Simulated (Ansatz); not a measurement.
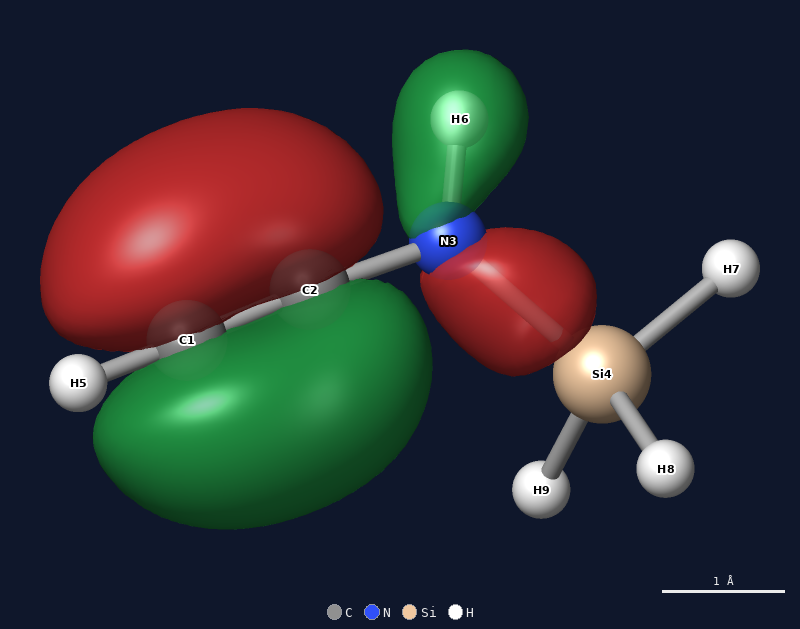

Figure 1: C2H5NSi. The HOMO−1 at ±0.1 Å⁻³ᐟ² (green and red are the two phases), seen at a tilt.

Computed with Ansatz, RKS r2SCAN/def2-SVP.

Input file:

```
crystal:
  periodic: [false, false, false]
  atoms:
    - { symbol: C, position_ang: [-0.7258, 1.2834, -1.7802] }
    - { symbol: C, position_ang: [-0.148, 0.9317, -0.8508] }
    - { symbol: "N", position_ang: [0.6084, 0.4797, 0.281] }
    - { symbol: Si, position_ang: [0.1512, -0.91, 1.0482] }
    - { symbol: H, position_ang: [-1.3335, 1.6758, -2.6422] }
    - { symbol: H, position_ang: [1.6328, 0.4046, 0.0961] }
    - { symbol: H, position_ang: [0.9801, -1.1681, 2.2224] }
    - { symbol: H, position_ang: [-1.2911, -0.7158, 1.4699] }
    - { symbol: H, position_ang: [0.2143, -2.0276, 0.1385] }
basis:
  gaussian: { orbitals: def2-SVP }
hamiltonian:
  xc: r2scan
relax:
  f_tol: 0.02
  max_steps: 50
output:
  orbitals: {}
```

Run with:

```sh
ansatz run input.yaml --threads 2 --pin off --max-ram 3072MiB --backend cpu --events-out ev --progress --plain --runs-dir out
```

The fields are those of the run's last geometry, not of the input's.

Question: What is the character of this orbital?

Answer: By Hirshfeld shares it lies mainly on C1 (about 45 %), C2 (about 40 %) and N3 (about 5 %); π-bonding across C1–C2. Its energy is −6.63 eV.
